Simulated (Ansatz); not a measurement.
Process, species as SMILES: N=C=O + 4 [H][H] (H2) → C (CH4) + N (NH3) + O (H2O)
B3LYP-D3(BJ)/def2-TZVP geometries, fixed; electronic energies without zero-point terms.
Largest species:
```
C
H 1 1.0892
H 1 1.0892 2 109.47
H 1 1.0892 2 109.47 3 120.00
H 1 1.0892 2 109.47 3 -120.00
```

Basis-set convergence of the energy of full hydrogenation at MP2 with Ansatz (an electronic-structure program). All functions are spherical. Cores are frozen. No added dispersion term, no relativity. Functions are those of the species that has most. Reference: Hartree-Fock in aug-cc-pVQZ plus the correlation part extrapolated as X^-3 from aug-cc-pVTZ and aug-cc-pVQZ, -77.47 kcal/mol, itself unsure by roughly 0.23 kcal/mol (a third of the extrapolation step and of the last Hartree-Fock step). Deviations are taken from unrounded values.

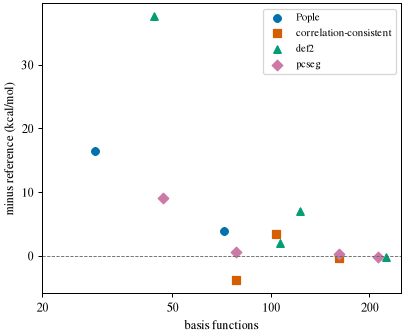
Figure. Deviation from the reference against the number of basis functions, by family of sets.

| basis | functions | energy of full hydrogenation (kcal/mol) | minus reference (kcal/mol) |
|---|---|---|---|
| 6-31G | 29 | -61.03 | 16.43 |
| def2-SV(P) | 44 | -39.91 | 37.56 |
| pcseg-1 | 47 | -68.40 | 9.07 |
| 6-311+G** | 72 | -73.55 | 3.92 |
| aug-cc-pVDZ | 78 | -81.33 | -3.86 |
| aug-pcseg-1 | 78 | -76.87 | 0.59 |
| cc-pVTZ | 104 | -73.99 | 3.47 |
| def2-TZVPP | 107 | -75.50 | 1.97 |
| def2-TZVPD | 123 | -70.42 | 7.05 |
| aug-cc-pVTZ | 161 | -77.83 | -0.37 |
| aug-pcseg-2 | 161 | -77.18 | 0.29 |
| pcseg-3 | 213 | -77.61 | -0.15 |
| def2-QZVPPD | 225 | -77.70 | -0.23 |
